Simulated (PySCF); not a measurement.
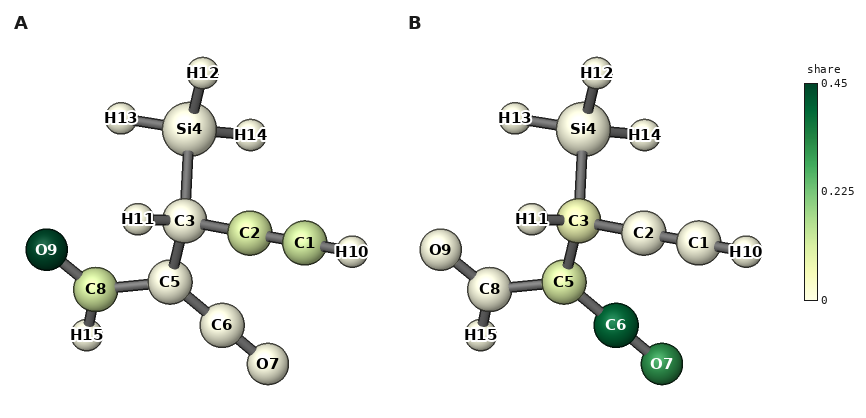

Each panel colours the atoms by their Löwdin share in one orbital (up to four of the largest shares; other atoms are shown as zero). The computed structure is the end point of a GFN2-xTB optimisation. No frequency run is at hand to confirm it as a minimum. Level of theory: ωB97X-D/def2-SVPD (PySCF 2.14.0).

> The panels show the HOMO−1, LUMO, in some order. Which is which?

A: HOMO−1, −9.80 eV; O9 0.45, C1 0.12, C8 0.12, C2 0.11
B: LUMO, −0.14 eV; C6 0.39, O7 0.32, C5 0.10, C3 0.07

The geometry is semi-empirical. Around Si such bond lengths and angles can be off by a tenth of an ångström or more and by several degrees, and values that hang on the shape move with them.
